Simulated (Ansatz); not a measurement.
# SiF4···NH3: what the fields show

```json
{"atom": "Si", "x (Å)": "-0.8224", "y (Å)": "0.2242", "z (Å)": "-0.3821"}
{"atom": "F", "x (Å)": "-0.2755", "y (Å)": "-0.6688", "z (Å)": "-1.5887"}
{"atom": "F", "x (Å)": "-2.2310", "y (Å)": "0.6084", "z (Å)": "-1.0367"}
{"atom": "F", "x (Å)": "-1.3960", "y (Å)": "-0.5158", "z (Å)": "0.9124"}
{"atom": "F", "x (Å)": "-0.2616", "y (Å)": "1.7115", "z (Å)": "-0.2218"}
{"atom": "H", "x (Å)": "1.0961", "y (Å)": "-1.2812", "z (Å)": "0.5697"}
{"atom": "N", "x (Å)": "1.0106", "y (Å)": "-0.2755", "z (Å)": "0.4695"}
{"atom": "H", "x (Å)": "1.1046", "y (Å)": "0.1446", "z (Å)": "1.3878"}
{"atom": "H", "x (Å)": "1.7754", "y (Å)": "0.0525", "z (Å)": "-0.1102"}
```

The reactant side of a reaction path; geometry: PBE0-D4/def2-TZVP.

Method: RKS PBE0-D4/def2-TZVPP (Ansatz 0.2.0).

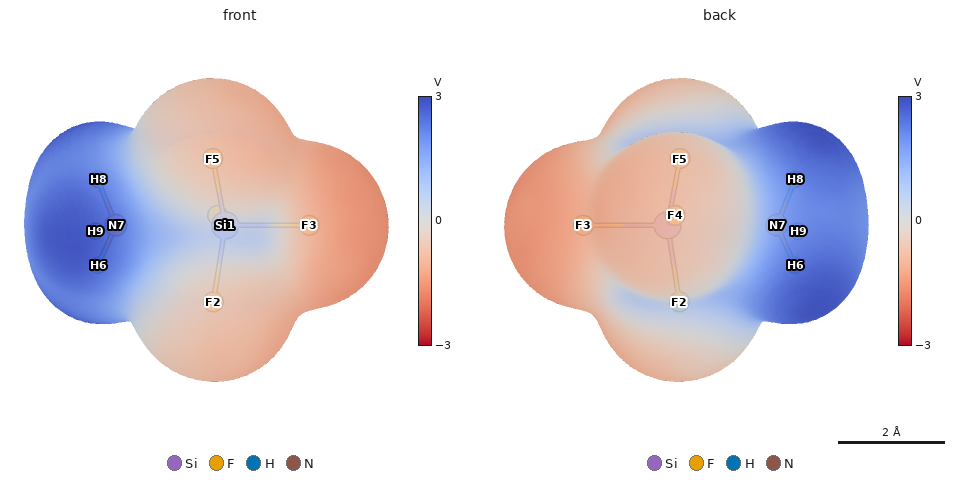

Figure 1. The molecular electrostatic potential painted on the density surface at 0.002 e/bohr³, seen from the front and from behind; the colour scale runs from red (negative) to blue (positive).

### Which sites attract a positive test charge, and which a negative one?

A positive charge is drawn to the negative regions and a negative charge to the positive ones. The most negative region (about −1.5 V) lies over F3, the most positive (about +2.9 V) over H6, H8 and H9.

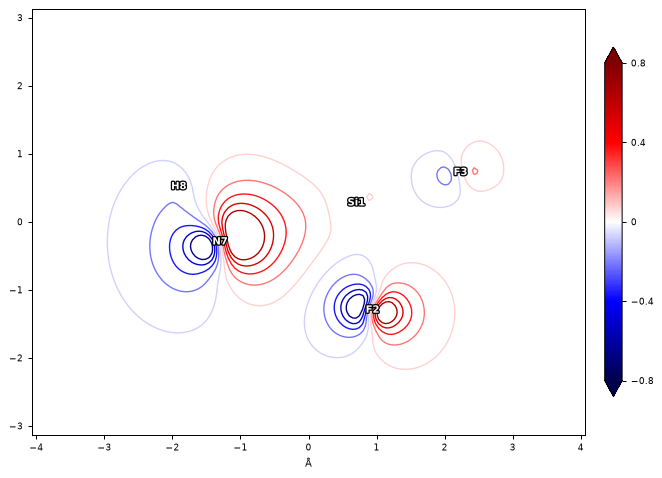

Figure 2. The HOMO on the plane of atoms F2, Si1 and F3 (values in Å⁻³ᐟ²; the overall sign is arbitrary).

### Describe this orbital and give its energy.

It lies mainly on N7 (about 40 %), F2 (about 15 %), F5 (about 15 %) and F4 (about 15 %); largely a combination of lone pairs on N7, F2, F5 and F4. Its energy is −10.28 eV.

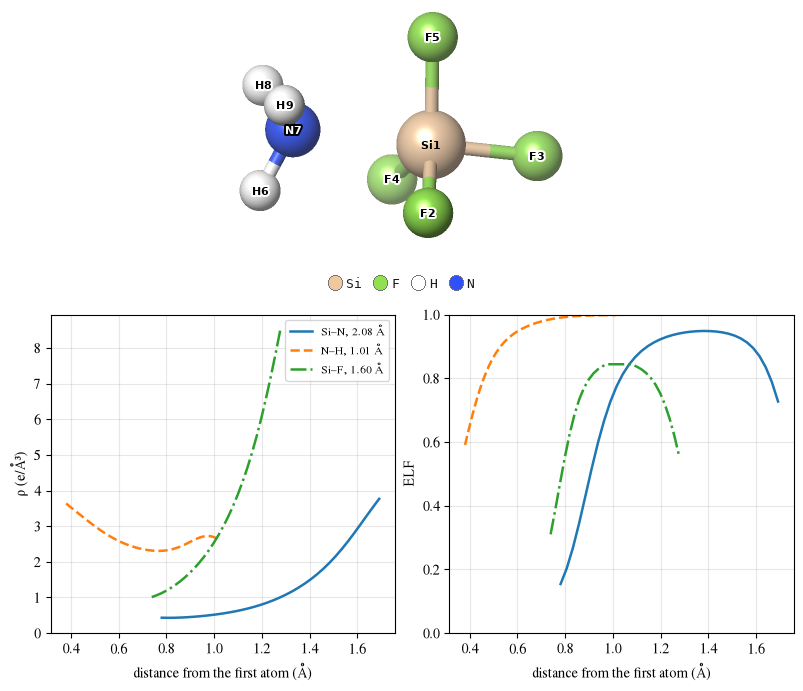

Figure 3. Total electron density and electron localisation function along straight lines between neighbouring atoms. The curves leave out the atomic cores. The structure is drawn too.

### Compare the contacts.

Si1···N7 (2.08 Å): the density falls to about 0.43 e/Å³ on the way; the ELF peaks at about 0.95 between the atoms.
N–H (1.01 Å): ρ at the midpoint is about 3 e/Å³; the ELF climbs to about 1 towards the hydrogen, as it does in any bond to H: a covalent bond by its length.
Si–F (1.60 Å): the density is about 1.2 e/Å³ at the midpoint; the ELF peaks at about 0.85 in the valence shell of F, 0.6 Å from its nucleus, and is about 0.55 at the midpoint.
